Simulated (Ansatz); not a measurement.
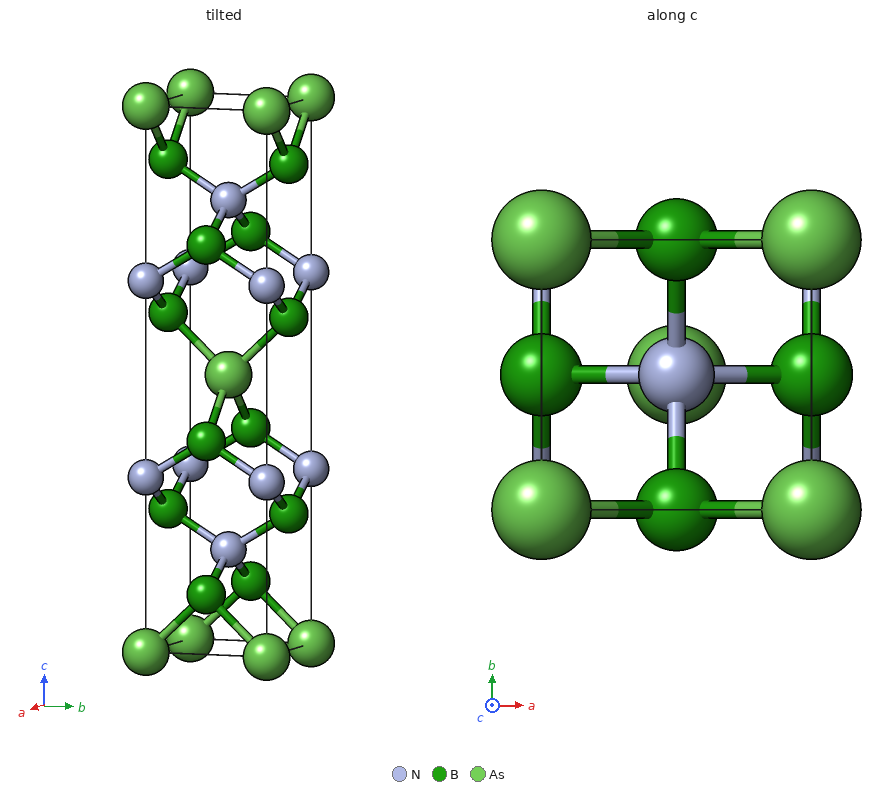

Structure drawing (ball-and-stick), viewed slightly off an axis and along the c axis. The conventional unit cell is outlined; an atom on or near a face, edge or corner is repeated at each equivalent position.

B₃AsN₂, space group I-4m2 (No. 119), a = 2.842 Å, b = 2.842 Å, c = 12.134 Å, α = 90.00°, β = 90.00°, γ = 90.00°. Provenance: a structure type filled with these elements by a generator (whether the compound takes this form wasn't checked). Earlier steps of the study, as a rule a relaxation of our own, may have changed the cell and positions, so they can lie some per cent off the listed ones. It went into a calculation with Ansatz.

This one geometry was computed with Ansatz (DFT, plane waves, PAW) at five levels of theory: HSE06, PBE0, PBE with spin-orbit coupling, PBE and r2SCAN. It was relaxed beforehand with r2SCAN.

**Which level gives the highest pressure at this volume, and what does that say about its equilibrium volume?**

Highest: PBE with spin-orbit coupling (3.1 GPa) and PBE (3.1 GPa), which points to the largest equilibrium volume. Lowest, with the smallest volume: HSE06 (-3.0 GPa) and PBE0 (-2.9 GPa). Levels within 0.5 GPa of each other can't be told apart.

**How does the band gap change with the level of theory?**

PBE with spin-orbit coupling: a gap of 0.88 eV, indirect; PBE: a gap of 0.88 eV, indirect; r2SCAN: a gap of 1.19 eV, indirect; HSE06: a gap of 1.70 eV, indirect; PBE0: a gap of 2.43 eV, indirect.

**Collect the results in a table.**

| level | cutoff (eV) | k-mesh of the run's cell | gap (eV) | pressure (GPa) |
| --- | --- | --- | --- | --- |
| HSE06 | 420 | 8×8×8 | 1.70 | -3.0 |
| PBE0 | 420 | 8×8×8 | 2.43 | -2.9 |
| PBE with spin-orbit coupling | 420 | 12×12×12 | 0.88 | 3.1 |
| PBE | 420 | 12×12×12 | 0.88 | 3.1 |
| r2SCAN | 500 | 12×12×12 | 1.19 | 0.0 |

Gaps are taken on the k-mesh or band path of each run.
